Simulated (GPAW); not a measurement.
## How KTaO3 absorbs and reflects light

Aim: the dielectric function of KTaO3, and the optical constants that follow from it.

Method: DFT, RPBE, plane-wave PAW (GPAW data sets), scalar-relativistic, RPA, optical limit, in GPAW 26.7.0.

## Step 1: The structure

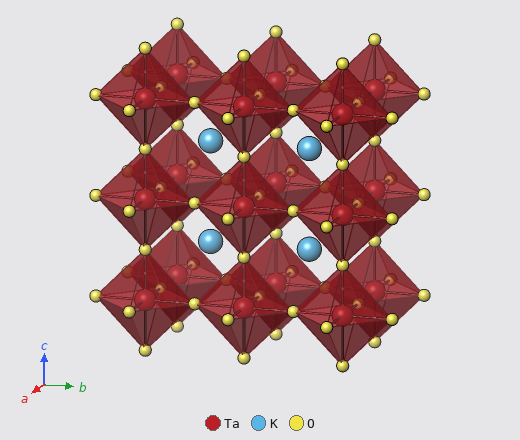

Start, viewed slightly off an axis; tantalum red, potassium blue, oxygen yellow. 1×2×2 cells are drawn. Some periodic images of atoms are drawn too.

## Step 2: Ground state

First the ground state: is it a metal or has it a gap?

This step: DFT, RPBE, plane-wave PAW (GPAW data sets), scalar-relativistic, ground state (GPAW 26.7.0).

Contents of gs.py:

```python
from ase import Atoms
from ase.dft.bandgap import bandgap
from gpaw import GPAW, PW, FermiDirac

atoms = Atoms(['Ta', 'K', 'O', 'O', 'O'],
              cell=[[3.988300000000, 0.000000000000, 0.000000000000],
                    [0.000000000000, 3.988300000000, 0.000000000000],
                    [0.000000000000, 0.000000000000, 3.988300000000]],
              scaled_positions=[[0.000000000000, 0.000000000000, 0.000000000000],
                                [0.500000000000, 0.500000000000, 0.500000000000],
                                [0.000000000000, 0.000000000000, 0.500000000000],
                                [0.000000000000, 0.500000000000, 0.000000000000],
                                [0.500000000000, 0.000000000000, 0.000000000000]],
              pbc=[True, True, True])
atoms.calc = GPAW(mode=PW(500), xc='RPBE', kpts={'size': (6, 6, 6), 'gamma': True},
                  occupations=FermiDirac(0.05), maxiter=150, txt='gs.txt')
print('energy (eV)', atoms.get_potential_energy())
print('Fermi level (eV)', atoms.calc.get_fermi_level())
print('valence electrons', atoms.calc.get_number_of_electrons())
print('gap (eV)', bandgap(atoms.calc, output=None)[0])
print('direct gap (eV)', bandgap(atoms.calc, direct=True, output=None)[0])
atoms.calc.write('gs.gpw')
```

Command:

```
$ OMP_NUM_THREADS=1 python gs.py
```

Numbers of over 12 decimals in the logs are rounded to 6 here.

What it wrote:

```text
__  _  _
 | _ |_)|_||  |
 |__||  | ||/\| - 26.7.0

Versions:
  Python: 3.12.14
  ASE:    3.29.0
  Numpy:  2.5.5
  Scipy:  1.18.1
  Libxc:  7.0.0

Input parameters:
  mode=PW(ecut=500.0),
  kpts=MonkhorstPack(size=(6, 6, 6), gamma=True),
  maxiter=150,
  occupations=Occupations(name='fermi-dirac', width=0.05, fixmagmom=False),
  xc=XC(name='RPBE')

Diagonalizing LCAO Hamiltonian
Converting LCAO to pw mode
   .---------.
  /|         |
 * |         |
 | |         |
 | |   K     |
 O .---------.
 |O         /
 Ta---O----*

Atoms  # Å, Bohr magnetons
|   | symbol |        x |        y |        z |    initial magnetic moments |
| 0 |     Ta | 0.000000 | 0.000000 | 0.000000 | ( 0.0000,  0.0000,  0.0000) |
| 1 |      K | 1.994150 | 1.994150 | 1.994150 | ( 0.0000,  0.0000,  0.0000) |
| 2 |      O | 0.000000 | 0.000000 | 1.994150 | ( 0.0000,  0.0000,  0.0000) |
| 3 |      O | 0.000000 | 1.994150 | 0.000000 | ( 0.0000,  0.0000,  0.0000) |
| 4 |      O | 1.994150 | 0.000000 | 0.000000 | ( 0.0000,  0.0000,  0.0000) |

Unit cell  # Å
| periodic |        x |        y |        z |  lengths |    angles |
|      yes | 3.988300 | 0.000000 | 0.000000 | 3.988300 | 90.000000 |
|      yes | 0.000000 | 3.988300 | 0.000000 | 3.988300 | 90.000000 |
|      yes | 0.000000 | 0.000000 | 3.988300 | 3.988300 | 90.000000 |

Number of symmetries: 48
Symmetry operations  # r_c * U_cc + t_c -> r_c
|    | kind |            matrix            |
|  0 |  E   |  1, 0, 0,  0, 1, 0,  0, 0, 1 |
|  1 |  σ   |  1, 0, 0,  0, 1, 0,  0, 0,-1 |
|  2 |  σ   |  1, 0, 0,  0, 0, 1,  0, 1, 0 |
|  3 |  C4  |  1, 0, 0,  0, 0, 1,  0,-1, 0 |
|  4 |  C4  |  1, 0, 0,  0, 0,-1,  0, 1, 0 |
|  5 |  σ   |  1, 0, 0,  0, 0,-1,  0,-1, 0 |
|  6 |  σ   |  1, 0, 0,  0,-1, 0,  0, 0, 1 |
|  7 |  C2  |  1, 0, 0,  0,-1, 0,  0, 0,-1 |
|  8 |  σ   |  0, 1, 0,  1, 0, 0,  0, 0, 1 |
|  9 |  C2  |  0, 1, 0,  1, 0, 0,  0, 0,-1 |
| 10 |  C3  |  0, 1, 0,  0, 0, 1,  1, 0, 0 |
| 11 |  S6  |  0, 1, 0,  0, 0, 1, -1, 0, 0 |
| 12 |  S6  |  0, 1, 0,  0, 0,-1,  1, 0, 0 |
| 13 |  C3  |  0, 1, 0,  0, 0,-1, -1, 0, 0 |
| 14 |  C4  |  0, 1, 0, -1, 0, 0,  0, 0, 1 |
| 15 |  S4  |  0, 1, 0, -1, 0, 0,  0, 0,-1 |
| 16 |  C3  |  0, 0, 1,  1, 0, 0,  0, 1, 0 |
| 17 |  S6  |  0, 0, 1,  1, 0, 0,  0,-1, 0 |
| 18 |  σ   |  0, 0, 1,  0, 1, 0,  1, 0, 0 |
| 19 |  C4  |  0, 0, 1,  0, 1, 0, -1, 0, 0 |
| 20 |  C2  |  0, 0, 1,  0,-1, 0,  1, 0, 0 |
| 21 |  S4  |  0, 0, 1,  0,-1, 0, -1, 0, 0 |
| 22 |  S6  |  0, 0, 1, -1, 0, 0,  0, 1, 0 |
| 23 |  C3  |  0, 0, 1, -1, 0, 0,  0,-1, 0 |
| 24 |  S6  |  0, 0,-1,  1, 0, 0,  0, 1, 0 |
| 25 |  C3  |  0, 0,-1,  1, 0, 0,  0,-1, 0 |
| 26 |  C4  |  0, 0,-1,  0, 1, 0,  1, 0, 0 |
| 27 |  σ   |  0, 0,-1,  0, 1, 0, -1, 0, 0 |
| 28 |  S4  |  0, 0,-1,  0,-1, 0,  1, 0, 0 |
| 29 |  C2  |  0, 0,-1,  0,-1, 0, -1, 0, 0 |
| 30 |  C3  |  0, 0,-1, -1, 0, 0,  0, 1, 0 |
| 31 |  S6  |  0, 0,-1, -1, 0, 0,  0,-1, 0 |
| 32 |  C4  |  0,-1, 0,  1, 0, 0,  0, 0, 1 |
| 33 |  S4  |  0,-1, 0,  1, 0, 0,  0, 0,-1 |
| 34 |  S6  |  0,-1, 0,  0, 0, 1,  1, 0, 0 |
| 35 |  C3  |  0,-1, 0,  0, 0, 1, -1, 0, 0 |
| 36 |  C3  |  0,-1, 0,  0, 0,-1,  1, 0, 0 |
| 37 |  S6  |  0,-1, 0,  0, 0,-1, -1, 0, 0 |
| 38 |  σ   |  0,-1, 0, -1, 0, 0,  0, 0, 1 |
| 39 |  C2  |  0,-1, 0, -1, 0, 0,  0, 0,-1 |
| 40 |  σ   | -1, 0, 0,  0, 1, 0,  0, 0, 1 |
| 41 |  C2  | -1, 0, 0,  0, 1, 0,  0, 0,-1 |
| 42 |  C2  | -1, 0, 0,  0, 0, 1,  0, 1, 0 |
| 43 |  S4  | -1, 0, 0,  0, 0, 1,  0,-1, 0 |
| 44 |  S4  | -1, 0, 0,  0, 0,-1,  0, 1, 0 |
| 45 |  C2  | -1, 0, 0,  0, 0,-1,  0,-1, 0 |
| 46 |  C2  | -1, 0, 0,  0,-1, 0,  0, 0, 1 |
| 47 |  i   | -1, 0, 0,  0,-1, 0,  0, 0,-1 |

BZ-sampling:
  Number of BZ points: 216
  Number of IBZ points: 20

  Monkhorst-Pack size: [6, 6, 6]
  Monkhorst-Pack shift: [0.083333, 0.083333, 0.083333]

K-points  # in reciprocal-cell coordinates
|     |                                coordinates |     weight |
|   0 | (  0.00000000,   0.00000000,   0.00000000) | 0.00462963 |
|   1 | (  0.16666667,   0.00000000,   0.00000000) | 0.02777778 |
|   2 | (  0.16666667,   0.16666667,   0.00000000) | 0.05555556 |
|   3 | (  0.16666667,   0.16666667,   0.16666667) | 0.03703704 |
|   4 | (  0.33333333,   0.00000000,   0.00000000) | 0.02777778 |
|   5 | (  0.33333333,   0.16666667,   0.00000000) | 0.11111111 |
|   6 | (  0.33333333,   0.16666667,   0.16666667) | 0.11111111 |
|   7 | (  0.33333333,   0.33333333,   0.00000000) | 0.05555556 |
|   8 | (  0.33333333,   0.33333333,   0.16666667) | 0.11111111 |
|   9 | (  0.33333333,   0.33333333,   0.33333333) | 0.03703704 |
| ... |                                            |            |
|  19 | (  0.50000000,   0.50000000,   0.50000000) | 0.00462963 |

Plane wave coefficients: 1640
Cutoff: 500.0 eV

Spin-components: 1 (collinear spins)
Bands:           28
Projectors:      26
Spin-degeneracy: 2
Datatype:        complex128

Parallelization:
  kpt:    1
  domain: 1
  band:   1

Density:
  Valence electrons: 40.0
  Components: 1
  Grid points: [21 21 21]
  Charge: 0.0  # |e|

Potential:
  Grid points: [21 21 21]

species:
  Ta:
    name:    Tantalum
    id:
    Z:       73.0
    valence: 13
    core:    60
    charge:  0.0  # [|e|]
    compensation charges:
      type: gauss
      rc: 0.42  # [Å]
      lmax: 2
    cutoffs:
      filter: 2.36  # [Å]
      core: 3.45  # [Å]
    projectors
    | kind |    occ | energy [eV] | rcut [Å] |
    |   5s |  2.000 |     -72.771 |    1.365 |
    |   6s |  2.000 |      -5.369 |    1.365 |
    |   5p |  6.000 |     -39.410 |    1.349 |
    |   6p |  0.000 |      -1.395 |    1.349 |
    |   5d |  3.000 |      -3.553 |    1.307 |
    |    d |        |      23.659 |    1.307 |

    Using partial waves for Ta as LCAO basis

  K:
    name:    Potassium
    id:
    Z:       19.0
    valence: 9
    core:    10
    charge:  0.0  # [|e|]
    compensation charges:
      type: gauss
      rc: 0.35  # [Å]
      lmax: 2
    cutoffs:
      filter: 1.91  # [Å]
      core: 1.27  # [Å]
    projectors
    | kind |    occ | energy [eV] | rcut [Å] |
    |   3s |  2.000 |     -35.407 |    1.122 |
    |   4s |  1.000 |      -2.277 |    1.122 |
    |   3p |  6.000 |     -18.838 |    1.106 |
    |    p |        |       8.374 |    1.106 |
    |    d |        |       0.000 |    0.937 |

    Using partial waves for K as LCAO basis

  O:
    name:    Oxygen
    id:
    Z:       8.0
    valence: 6
    core:    2
    charge:  0.0  # [|e|]
    compensation charges:
      type: gauss
      rc: 0.21  # [Å]
      lmax: 2
    cutoffs:
      filter: 1.17  # [Å]
      core: 0.83  # [Å]
    projectors
    | kind |    occ | energy [eV] | rcut [Å] |
    |   2s |  2.000 |     -24.041 |    0.688 |
    |   2p |  4.000 |      -8.984 |    0.598 |
    |    s |        |       3.170 |    0.688 |
    |    p |        |      18.228 |    0.598 |
    |    d |        |       0.000 |    0.619 |

    Using partial waves for O as LCAO basis

Reference energy: -446701.058641  # eV

eigensolver:
  PPCG
  Converge bands: occupied
  niter=2

density mixing:
  MSR1-Mixer
  Pratt-step length: 0.05
  Maximum mixing coefficient: 0.75
  Old densities: 10
  SVD Regularization: 0.005
  Good broyden scale: 1.0
  Trust region scale: 1.0
  Backstep threshold: 4.0
  History deletion threshold: 6.0
  Fourier metric: weight=20.0, sigma=0.015

occupation numbers:
  Fermi-Dirac:
    width: 0.0500  # eV

poisson solver:
  ecut: 4000.0  # eV

xc functional:
  name: RPBE with 2 nearest neighbor stencil

convergence criteria:
- Maximum [total energy] change in last 3 cyles: 0.0005 eV / valence electron
- Maximum integral of absolute [dens]ity change: 0.0001 electrons / valence electron
- Maximum integral of absolute [eigenst]ate change: 4e-08 eV^2 / valence electron
maximum number of iterations: 150

SCF iterations
|iter     |      energy | eigst |  dens |
|iter:   1||  -41.921061 | -0.15 |       |
|iter:   2||  -40.368418 | -1.76 | -0.87 |
|iter:   3||  -36.629067 | -0.49 | -0.93 |
|iter:   4||  -36.606378 | -2.24 | -1.53 |
|iter:   5||  -36.622785 | -2.82 | -1.75 |
|iter:   6||  -36.622099c| -4.08 | -2.58 |
|iter:   7||  -36.622270c| -5.16 | -3.06 |
|iter:   8||  -36.622290c| -6.33 | -3.59 |
|iter:   9||  -36.622291c| -7.46c| -4.30c|

Converged in 9 steps
SCF loop duration: 15.849 s (1.761 s/step)
Energy contributions relative to reference atoms: (reference = -446701.058641)

Energy contributions:
  Kinetic:          33.463634
  Coulomb:         -35.418093
  Zero:             -0.453122
  External:          0.000000
  Xc:              -34.214710
  Entropy:          -0.000000
  Spinorbit:         0.000000
  ----------------------------
  Free energy:     -36.622291
  Extrapolated:    -36.622291

dipole moment: (-36.872760, -36.872760, -36.872760)  # |e|*Ang

Fermi level: 6.614
Eigenvalues  # (at kpt = [0.000, 0.000, 0.000])
| band index |      eig [eV] | occ [0-2] |
|          0 |       -61.921 |     2.000 |
|        ... |               |           |
|         12 |         3.188 |     2.000 |
|         13 |         3.188 |     2.000 |
|         14 |         4.543 |     2.000 |
|         15 |         4.543 |     2.000 |
|         16 |         4.543 |     2.000 |
|         17 |         4.966 |     2.000 |
|         18 |         4.966 |     2.000 |
|         19 |         4.966 |     2.000 |
|         20 |         7.801 |     0.000 |
|         21 |         7.801 |     0.000 |
|         22 |         7.801 |     0.000 |
|         23 |        12.308 |     0.000 |
|         24 |        12.308 |     0.000 |
|         25 |        12.400 |     0.000 |
|         26 |        13.824 |     0.000 |
|         27 |        13.824 |     0.000 |

Gap: 2.226 eV
Transition (v -> c):
  (s=0, k=18, n=19, [0.50, 0.50, 0.33]) -> (s=0, k=0, n=20, [0.00, 0.00, 0.00])
Direct/indirect transitions are different
Direct gap: 2.835 eV
Transition at: (s=0, k=0, n=19, [0.00, 0.00, 0.00])

--- standard output ---
energy (eV) -36.622291
Fermi level (eV) 6.613942
valence electrons 40.0
gap (eV) 2.225674
direct gap (eV) 2.835350
```

The job ended after 20 s (1 thread of AMD EPYC 7R43, shared host; peak memory 0.16 GiB).

Numbers from this step:

| Item | Value |
| --- | --- |
| energy | -36.62 eV |
| Fermi energy | 6.614 eV |
| gap on the k-mesh | 2.226 eV |
| direct gap on the mesh | 2.835 eV |
| electrons | 40 |

There is a gap, 2.23 eV on this mesh (points off the mesh can give less), so no carriers' term is needed.

## Step 3: Bands for the response

At the fixed density, many empty bands are solved on the mesh of the response, since the spectrum sums over them.

This step: DFT, RPBE, plane-wave PAW (GPAW data sets), scalar-relativistic, bands at fixed density (GPAW 26.7.0).

Contents of nscf.py:

```python
from ase.dft.bandgap import bandgap
from gpaw import GPAW, FermiDirac

calc = GPAW('gs.gpw').fixed_density(kpts={'size': (8, 8, 8), 'gamma': True}, nbands=49, convergence={'bands': 43},
                                    occupations=FermiDirac(0.001), txt='nscf.txt')
print('gap (eV)', bandgap(calc, output=None)[0])
print('direct gap (eV)', bandgap(calc, direct=True, output=None)[0])
print('top band over the Fermi level (eV)', min(calc.get_eigenvalues(kpt=k)[42] for k in range(len(calc.get_ibz_k_points()))) - calc.get_fermi_level())
calc.write('full.gpw', mode='all')
```

Command:

```
$ OMP_NUM_THREADS=1 python nscf.py
```

What it wrote:

```text
Diagonalizing LCAO Hamiltonian
Converting LCAO to pw mode
convergence criteria:
- Maximum integral of absolute [eigenst]ate change: 4e-08 eV^2 / valence electron
maximum number of iterations: 150

SCF iterations
|iter     |      energy | eigst |  dens |
|iter:   1||             | +3.02 |       |
|iter:   2||             | +1.86 |       |
|iter:   3||             | +0.77 |       |
|iter:   4||             | -0.36 |       |
|iter:   5||             | -1.32 |       |
|iter:   6||             | -2.50 |       |
|iter:   7||             | -3.48 |       |
|iter:   8||             | -4.61 |       |
|iter:   9||             | -5.55 |       |
|iter:  10||             | -6.66 |       |
|iter:  11||             | -7.32 |       |
|iter:  12||             | -7.83c|       |
SCF steps: 12
  __  _  _
 | _ |_)|_||  |
 |__||  | ||/\| - 26.7.0

Versions:
  Python: 3.12.14
  ASE:    3.29.0
  Numpy:  2.5.5
  Scipy:  1.18.1
  Libxc:  7.0.0

Input parameters:
  mode=PW(ecut=500.0),
  convergence={'bands': 43},
  gpts=array([21, 21, 21]),
  kpts=MonkhorstPack(size=(8, 8, 8), gamma=True),
  maxiter=150,
  nbands=49,
  occupations=Occupations(name='fermi-dirac', width=0.001, fixmagmom=False),
  parallel={},
  xc=XC(name='RPBE')

--- standard output ---
gap (eV) 2.221516
direct gap (eV) 2.835350
top band over the Fermi level (eV) 22.233125
```

Elapsed: 55 s, on 1 thread; peak memory 0.22 GiB.

Numbers from this step:

- gap on the k-mesh: 2.222 eV

(Continued in part 2 of 2.)

[Machine, clock and banner lines and Python warnings are left out of the logs.]

[Logs are printed without paths, hosts, clocks, repeated set-up lines and the standing remarks that a program may print on its own settings, such as how far it seeks lower states.]

[Hosts, paths, dates, database ids (printed as entryN), source tags and the programs' standing remarks are cut or masked in the printed files.]
